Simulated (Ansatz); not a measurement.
# TiH2O (singlet): density functionals in def2-TZVPP

What do functionals of several rungs give for TiH2O (singlet)?

Program: Ansatz 0.2.0, Gaussian basis. Level of theory: def2-TZVPP, all electrons in the functionals, frozen cores in the correlation of double hybrids and RPA. These are calculated values, not measurements.

The runs, in order: PBE, r2SCAN, PBE0, B3LYP, wB97M-V, B2PLYP, PBE-QIDH, RKS PBE0, RPA-PBE.

## (1) The geometry

The geometry is a PBE0/def2-TZVP stationary point (not a proven minimum).

4 atoms, charge 0, spin multiplicity 1.

Atoms are counted from 1 here; the program's logs count them from 0.

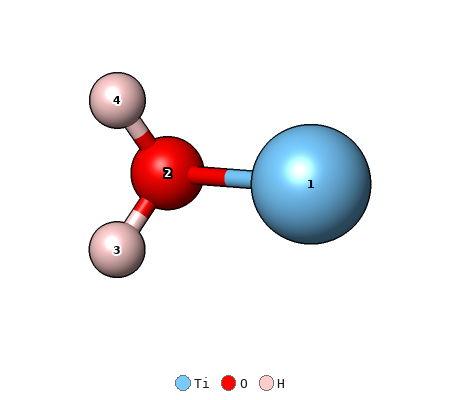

The geometry (titanium blue, oxygen red, hydrogen pink); atoms are numbered from 1 in the order of the file.

As a file:

```mol
H2OTi
  3D, bonds by distance, orders not assigned

  4  3  0  0  0  0  0  0  0  0999 V2000
    0.0167    0.0000    0.5659 Ti  0  0
   -0.1032    0.0000   -1.4750 O   0  0
    0.4219    0.7879   -1.7308 H   0  0
    0.4219   -0.7879   -1.7308 H   0  0
  1  2  8  0
  2  3  8  0
  2  4  8  0
M  END
```

No dispersion term is added; wB97M-V holds VV10 nonlocal correlation. B3LYP takes the VWN-RPA correlation.

## (2) PBE (unrestricted)

in.yaml

```yaml
crystal:
  periodic: [false, false, false]
  atoms:
    - {symbol: Ti, position_ang: [0.016738, 0.000000, 0.565894]}
    - {symbol: O, position_ang: [-0.103234, 0.000000, -1.474968]}
    - {symbol: H, position_ang: [0.421905, 0.787859, -1.730774]}
    - {symbol: H, position_ang: [0.421904, -0.787859, -1.730774]}
basis:
  gaussian: {orbitals: def2-TZVPP}
magnetization: {spin_polarized: true, initial_magnetization: 0}
hamiltonian: {xc: {name: PBE}}
output: {orbitals: {seedname: orbitals}}
```

The run is started by

```bash
ansatz run in.yaml --threads 2 --pin off --events-out ev --progress --plain --max-ram 24576MiB --backend cuda --devices 0, --max-vram 18GiB
```

What it wrote:

```text
Functional definition: PBE
  name "PBE"
  cite "Perdew, Burke & Ernzerhof, Phys. Rev. Lett. 77, 3865 (1996) doi:10.1103/PhysRevLett.77.3865"
  parent pbe
  parameter kappa = 0.804
  parameter beta = 0.06672455060314922
  exchange = pbe_x(kappa = kappa, mu = beta*pi^2/3)
  correlation = pbe_c(beta = beta)
701 factors; their error is unknown
mean field evaluation 1: about -25157.9769 eV, gradient 7.4e1 eV
mean field evaluation 2: about -25090.0825 eV, gradient 1.5e2 eV
mean field evaluation 4: about -25181.7851 eV, gradient 1.7e1 eV
mean field evaluation 8: about -25182.3895 eV, gradient 9.5e0 eV
mean field evaluation 16: about -25183.3664 eV, gradient 1.6e-1 eV
mean field evaluation 32: about -25184.2773 eV, gradient 1.2e-1 eV
mean field evaluation 64: about -25183.3676 eV, gradient 6.0e-2 eV
mean field evaluation 96: about -25184.2711 eV, gradient 4.7e-3 eV
mean field evaluation 128: about -25184.0162 eV, gradient 6.9e0 eV
mean field evaluation 160: about -25184.1442 eV, gradient 1.2e-5 eV
mean field evaluation 192: about -25184.2535 eV, gradient 3.9e-1 eV
mean field evaluation 224: about -25184.1581 eV, gradient 2.9e-1 eV
mean field evaluation 256: about -25183.5617 eV, gradient 7.2e0 eV
mean field evaluation 288: about -25184.2757 eV, gradient 1.2e-1 eV
mean field evaluation 320: about -25184.2394 eV, gradient 1.1e0 eV
mean field -25184.28237413 eV, -925.5053067297 hartree, gradient 7.6e-6 eV, S^2 1.168803; 13 other end points of the search recorded, 0 dependent functions left out
reference -25184.28241230 eV, -925.5053081323 hartree; 16, 16 occupied and 107, 107 virtual orbitals, 701 factors
Total energy: -25184.28241230 eV, -925.5053081323 hartree
```

Wall time 43 s (1 × H100 (card shared with other runs) with 2 threads of AMD EPYC 7R13, shared host); peak host memory 0.79 GiB.

From the report: ⟨S²⟩ of the determinant 1.169 (pure singlet: 0.00). The determinant is far from a pure spin state, so its energy mixes those of several spin states (harmless only where they are near-degenerate, as at dissociation).

## (3) r2SCAN (unrestricted)

in.yaml, as its differences from that of step 2:

```diff
@@ -10,3 +10,2 @@
 magnetization: {spin_polarized: true, initial_magnetization: 0}
-hamiltonian: {xc: {name: PBE}}
-output: {orbitals: {seedname: orbitals}}
+hamiltonian: {xc: {name: r2SCAN}}
```

The command is unchanged.

What it wrote, cut to the lines that bear on the results:

```text
Functional definition: r2SCAN
  name "r2SCAN"
  cite "Furness, Kaplan, Ning, Perdew & Sun, J. Phys. Chem. Lett. 11, 8208 (2020) doi:10.1021/acs.jpclett.0c02405"
  cite "Furness, Kaplan, Ning, Perdew & Sun, J. Phys. Chem. Lett. 11, 9248 (2020) doi:10.1021/acs.jpclett.0c03077"
  parent r2scan
[...]
701 factors; their error is unknown
[...]
mean field -25190.60471449 eV, -925.7376484524 hartree, gradient 2.5e-6 eV, S^2 1.325051; 14 other end points of the search recorded, 0 dependent functions left out
reference -25190.60473957 eV, -925.7376493740 hartree; 16, 16 occupied and 107, 107 virtual orbitals, 701 factors
Total energy: -25190.60473957 eV, -925.7376493740 hartree
```

It took 61 s on 1 × H100 (card shared with other runs) with 2 threads of AMD EPYC 7R13, shared host; peak host memory 0.83 GiB.

From the report: ⟨S²⟩ of the determinant 1.325 (pure singlet: 0.00). The determinant is far from a pure spin state, so its energy mixes those of several spin states (harmless only where they are near-degenerate, as at dissociation).

## (4) PBE0 (unrestricted)

in.yaml, as its differences from that of step 3:

```diff
@@ -10,2 +10,3 @@
 magnetization: {spin_polarized: true, initial_magnetization: 0}
-hamiltonian: {xc: {name: r2SCAN}}
+hamiltonian: {xc: {name: PBE0}}
+output: {orbitals: {seedname: orbitals}}
```

The command is unchanged.

What it wrote, cut to the lines that bear on the results:

```text
Functional definition: PBE0
  name "PBE0"
  cite "Adamo & Barone, J. Chem. Phys. 110, 6158 (1999) doi:10.1063/1.478522"
  cite "Perdew, Burke & Ernzerhof, Phys. Rev. Lett. 77, 3865 (1996) doi:10.1103/PhysRevLett.77.3865"
  parent pbe
[...]
781 factors; their error is unknown
[...]
mean field -25184.99157387 eV, -925.5313693394 hartree, gradient 7.8e-6 eV, S^2 1.055900; 8 other end points of the search recorded, 0 dependent functions left out
reference -25184.99160233 eV, -925.5313703853 hartree; 16, 16 occupied and 107, 107 virtual orbitals, 781 factors
Total energy: -25184.99160233 eV, -925.5313703853 hartree
```

Run time: 47 s. Hardware: 1 × H100 (card shared with other runs) with 2 threads of AMD EPYC 7R13, shared host; peak host memory 0.8 GiB.

From the report: ⟨S²⟩ of the determinant 1.056 (pure singlet: 0.00). The determinant is far from a pure spin state, so its energy mixes those of several spin states (harmless only where they are near-degenerate, as at dissociation).

## (5) B3LYP (unrestricted)

in.yaml, as its differences from that of step 4:

```diff
@@ -10,3 +10,2 @@
 magnetization: {spin_polarized: true, initial_magnetization: 0}
-hamiltonian: {xc: {name: PBE0}}
-output: {orbitals: {seedname: orbitals}}
+hamiltonian: {xc: {name: B3LYP}}
```

The command is unchanged.

What it wrote, cut to the lines that bear on the results:

```text
Functional definition: B3LYP
  name "B3LYP"
  cite "Stephens, Devlin, Chabalowski & Frisch, J. Phys. Chem. 98, 11623 (1994) doi:10.1021/j100096a001"
  cite "Becke, Phys. Rev. A 38, 3098 (1988) doi:10.1103/PhysRevA.38.3098"
  cite "Lee, Yang & Parr, Phys. Rev. B 37, 785 (1988) doi:10.1103/PhysRevB.37.785"
  cite "Vosko, Wilk & Nusair, Can. J. Phys. 58, 1200 (1980) doi:10.1139/p80-159"
[...]
767 factors; their error is unknown
[...]
mean field -25193.37800427 eV, -925.8395649718 hartree, gradient 7.5e-6 eV, S^2 1.026086; 13 other end points of the search recorded, 0 dependent functions left out
reference -25193.37820388 eV, -925.8395723075 hartree; 16, 16 occupied and 107, 107 virtual orbitals, 767 factors
Total energy: -25193.37820388 eV, -925.8395723075 hartree
```

It took 32 s on 1 × H100 (card shared with other runs) with 2 threads of AMD EPYC 7R13, shared host; peak host memory 0.81 GiB.

From the report: ⟨S²⟩ of the determinant 1.026 (pure singlet: 0.00). The determinant is far from a pure spin state, so its energy mixes those of several spin states (harmless only where they are near-degenerate, as at dissociation).

## (6) wB97M-V (unrestricted)

in.yaml, as its differences from that of step 5:

```diff
@@ -10,2 +10,3 @@
 magnetization: {spin_polarized: true, initial_magnetization: 0}
-hamiltonian: {xc: {name: B3LYP}}
+hamiltonian: {xc: {name: wB97M-V}}
+output: {orbitals: {seedname: orbitals}}
```

Same command.

What it wrote, cut to the lines that bear on the results:

```text
Functional definition: wB97M-V
  name "wB97M-V"
  cite "Mardirossian & Head-Gordon, J. Chem. Phys. 144, 214110 (2016) doi:10.1063/1.4952647"
  cite "Becke, J. Chem. Phys. 107, 8554 (1997) doi:10.1063/1.475007"
  cite "Vydrov & Van Voorhis, J. Chem. Phys. 133, 244103 (2010) doi:10.1063/1.3521275"
  # Of w^i u^j: cxij and so on, Table III.
[...]
  gx(w, u) = 1 - cx + cx01*u + cx10*w
  gss(w, u) = css00 + css04*u^4 + css10*w + css20*w^2 + css43*w^4*u^3
  gos(w, u) = cos00 + cos10*w + (cos20 + cos21*u)*w^2 + (cos60 + cos61*u)*w^6
[...]
      + integral(e_c_pw_mod_opposite_spin*gos(b97_w_opposite, b97_u_opposite)) + vv10(b, c)
733 factors; their error is unknown
150 factors; integrals over basis functions are off by at most 1.2e-4 eV
[...]
mean field -25190.46917623 eV, -925.7326675130 hartree, gradient 2.8e-6 eV, S^2 1.002262; 9 other end points of the search recorded, 0 dependent functions left out
reference -25190.46922025 eV, -925.7326691308 hartree; 16, 16 occupied and 107, 107 virtual orbitals, 733 factors
Total energy: -25190.46922025 eV, -925.7326691308 hartree
```

It took 34 s on 1 × H100 (card shared with other runs) with 2 threads of AMD EPYC 7R13, shared host; peak host memory 0.93 GiB.

From the report: ⟨S²⟩ of the determinant 1.002 (pure singlet: 0.00). The determinant is far from a pure spin state, so its energy mixes those of several spin states (harmless only where they are near-degenerate, as at dissociation).

## (7) B2PLYP (unrestricted)

in.yaml, as its differences from that of step 6:

```diff
@@ -10,3 +10,3 @@
 magnetization: {spin_polarized: true, initial_magnetization: 0}
-hamiltonian: {xc: {name: wB97M-V}}
-output: {orbitals: {seedname: orbitals}}
+hamiltonian: {xc: {name: B2PLYP}}
+correlation: {electrons: outside_noble_gas}
```

Same command.

What it wrote, cut to the lines that bear on the results:

```text
Functional definition: B2PLYP
  name "B2PLYP"
  cite "Grimme, J. Chem. Phys. 124, 034108 (2006) doi:10.1063/1.2148954"
  cite "Becke, Phys. Rev. A 38, 3098 (1988) doi:10.1103/PhysRevA.38.3098"
  cite "Lee, Yang & Parr, Phys. Rev. B 37, 785 (1988) doi:10.1103/PhysRevB.37.785"
[...]
798 factors; integrals over basis functions are off by at most 8.0e-4 eV
[...]
mean field -25181.69672060 eV, -925.4102857148 hartree, gradient 1.6e-9 eV, S^2 1.014795; 10 other end points of the search recorded, 0 dependent functions left out
10 core orbitals not correlated: weight in the atoms' cores, before any rotation towards them, 0.995 or more for the frozen orbitals, at most 0.006 for the correlated occupied ones
reference -25181.69684449 eV, -925.4102902677 hartree; 6, 6 occupied and 107, 107 virtual orbitals, 798 factors
second order -10.74315368 eV of doubles, -0.00000000 eV of singles
Total energy: -25184.59749598 eV, -925.5168872439 hartree
```

Run time: 14 s. Hardware: 1 × H100 (card shared with other runs) with 2 threads of AMD EPYC 7R13, shared host; peak host memory 0.81 GiB.

From the report: ⟨S²⟩ of the determinant 1.015 (pure singlet: 0.00). The determinant is far from a pure spin state, so its energy mixes those of several spin states (harmless only where they are near-degenerate, as at dissociation).

## (8) PBE-QIDH (unrestricted)

in.yaml, as its differences from that of step 7:

```diff
@@ -10,3 +10,3 @@
 magnetization: {spin_polarized: true, initial_magnetization: 0}
-hamiltonian: {xc: {name: B2PLYP}}
+hamiltonian: {xc: {name: PBE-QIDH}}
 correlation: {electrons: outside_noble_gas}
```

The command is unchanged.

What it wrote, cut to the lines that bear on the results:

```text
Functional definition: PBE-QIDH
  name "PBE-QIDH"
  cite "Brémond, Sancho-García, Pérez-Jiménez & Adamo, J. Chem. Phys. 141, 031101 (2014) doi:10.1063/1.4890314"
  cite "Perdew, Burke & Ernzerhof, Phys. Rev. Lett. 77, 3865 (1996) doi:10.1103/PhysRevLett.77.3865"
[...]
798 factors; integrals over basis functions are off by at most 8.0e-4 eV
[...]
mean field -25175.63908280 eV, -925.1876716320 hartree, gradient 2.4e-10 eV, S^2 1.035244; 9 other end points of the search recorded, 0 dependent functions left out
10 core orbitals not correlated: weight in the atoms' cores, before any rotation towards them, 0.994 or more for the frozen orbitals, at most 0.007 for the correlated occupied ones
reference -25175.63909423 eV, -925.1876720517 hartree; 6, 6 occupied and 107, 107 virtual orbitals, 798 factors
second order -9.84690008 eV of doubles, -0.00000000 eV of singles
Total energy: -25178.92139425 eV, -925.3082943530 hartree
```

Run time: 1.8 min. Hardware: 1 × H100 (card shared with other runs) with 2 threads of AMD EPYC 7R13, shared host; peak host memory 0.81 GiB.

From the report: ⟨S²⟩ of the determinant 1.035 (pure singlet: 0.00). The determinant is far from a pure spin state, so its energy mixes those of several spin states (harmless only where they are near-degenerate, as at dissociation).

## (9) PBE0 (restricted)

in.yaml, as its differences from that of step 8:

```diff
@@ -9,4 +9,2 @@
   gaussian: {orbitals: def2-TZVPP}
-magnetization: {spin_polarized: true, initial_magnetization: 0}
-hamiltonian: {xc: {name: PBE-QIDH}}
-correlation: {electrons: outside_noble_gas}
+hamiltonian: {xc: {name: PBE0}}
```

Same command.

What it wrote:

```text
Functional definition: PBE0
  name "PBE0"
  cite "Adamo & Barone, J. Chem. Phys. 110, 6158 (1999) doi:10.1063/1.478522"
  cite "Perdew, Burke & Ernzerhof, Phys. Rev. Lett. 77, 3865 (1996) doi:10.1103/PhysRevLett.77.3865"
  parent pbe
  parameter a = 0.25
  parameter kappa = 0.804
  parameter beta = 0.06672455060314922
  exchange = (1 - a)*pbe_x(kappa = kappa, mu = beta*pi^2/3) + a*exact_x
  correlation = pbe_c(beta = beta)
781 factors; their error is unknown
mean field evaluation 1: about -25175.6657 eV, gradient 6.3e1 eV
mean field evaluation 2: about -25144.7862 eV, gradient 1.2e2 eV
mean field evaluation 4: about -25183.1256 eV, gradient 8.9e0 eV
mean field evaluation 8: about -25183.5089 eV, gradient 3.3e-1 eV
mean field evaluation 16: about -25183.6083 eV, gradient 4.0e0 eV
mean field evaluation 32: about -25183.9580 eV, gradient 1.8e-2 eV
mean field -25183.96541958 eV, -925.4936588649 hartree, gradient 8.9e-6 eV, S^2 0.000000; 4 other end points of the search recorded, 0 dependent functions left out
reference -25183.96544810 eV, -925.4936599127 hartree; 16, 16 occupied and 107, 107 virtual orbitals, 781 factors
Total energy: -25183.96544810 eV, -925.4936599127 hartree
```

Wall time 11 s (1 × H100 (card shared with other runs) with 2 threads of AMD EPYC 7R13, shared host); peak host memory 0.78 GiB.

## (10) RPA-PBE

in.yaml, as its differences from that of step 9:

```diff
@@ -9,2 +9,4 @@
   gaussian: {orbitals: def2-TZVPP}
-hamiltonian: {xc: {name: PBE0}}
+magnetization: {spin_polarized: true, initial_magnetization: 0}
+hamiltonian: {xc: {name: PBE}}
+correlation: {method: rpa, electrons: outside_noble_gas}
```

The command is unchanged.

What it wrote, cut to the lines that bear on the results:

```text
Functional definition: PBE
  name "PBE"
  cite "Perdew, Burke & Ernzerhof, Phys. Rev. Lett. 77, 3865 (1996) doi:10.1103/PhysRevLett.77.3865"
  parent pbe
[...]
798 factors; integrals over basis functions are off by at most 8.0e-4 eV
[...]
mean field -25184.28235000 eV, -925.5053058427 hartree, gradient 1.5e-6 eV, S^2 1.168808; 11 other end points of the search recorded, 0 dependent functions left out
10 core orbitals not correlated: weight in the atoms' cores, before any rotation towards them, 0.997 or more for the frozen orbitals, at most 0.004 for the correlated occupied ones
reference -25153.45223860 eV, -924.3723201462 hartree; 6, 6 occupied and 107, 107 virtual orbitals, 798 factors
Total energy: -25169.13936651 eV, -924.9488114637 hartree
```

Run time: 46 s. Hardware: 1 × H100 (card shared with other runs) with 2 threads of AMD EPYC 7R13, shared host; peak host memory 0.87 GiB.

From the report: ⟨S²⟩ of the determinant 1.169 (pure singlet: 0.00). The determinant is far from a pure spin state, so its energy mixes those of several spin states (harmless only where they are near-degenerate, as at dissociation).

## (11) Side by side

| functional | energy (eV) | ⟨S²⟩ | time |
| --- | --- | --- | --- |
| PBE | -25184.2824 | 1.169 | 43 s |
| r2SCAN | -25190.6047 | 1.325 | 61 s |
| PBE0 | -25184.9916 | 1.056 | 47 s |
| B3LYP | -25193.3782 | 1.026 | 32 s |
| wB97M-V | -25190.4692 | 1.002 | 34 s |
| B2PLYP | -25184.5975 | 1.015 | 14 s |
| PBE-QIDH | -25178.9214 | 1.035 | 1.8 min |
| RKS PBE0 | -25183.9654 | 0.000 | 11 s |
| RPA-PBE | -25169.1394 | 1.169 | 46 s |

Orbital levels of the runs that wrote orbitals: PBE HOMO -3.23, LUMO -2.43 eV; PBE0 HOMO -4.18, LUMO -0.95 eV; wB97M-V HOMO -5.83, LUMO 0.72 eV.

## (12) Outcome

```
                quantity                            value
spread of total energies                          24.2 eV
       quickest, slowest  RKS PBE0 11 s, PBE-QIDH 1.8 min
```

What this shows: Total energies of different functionals can't be ranked; only differences within one functional count.
